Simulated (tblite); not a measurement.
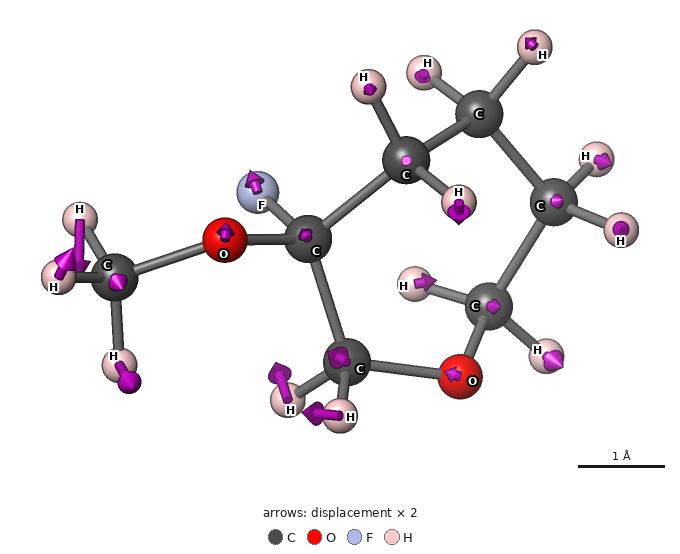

A relaxation of C7H13FO2. The starting structure is drawn; purple arrows show the displacements, magnified 2 times. The two geometries are superimposed by the best rigid fit.

The picture is a ball-and-stick view, seen at a tilt.

Computed with tblite 0.8.0, GFN2-xTB geometry optimisation, gas phase. 

Question: Which element moves most?

Answer: Hydrogen: up to 0.46 Å, against 0.20 Å for carbon.

Question: Describe the change and its energy.

Answer: An H atom moves most after the best rigid fit: 0.46 Å. Largest moves by element: H 0.46 Å, C 0.20 Å, F 0.15 Å, O 0.12 Å. Among the contacts that change: C–F 1.372 → 1.405 Å, C–O 1.417 → 1.385 Å, C–H 1.106 → 1.092 Å, C–H 1.090 → 1.096 Å. Bond angles that change, for instance: H–C–H 105.3° → 109.3°, O–C–H 108.4° → 105.3°, H–C–H 105.8° → 108.6°. After 76 geometry steps the energy has fallen by 14.6 kJ/mol.
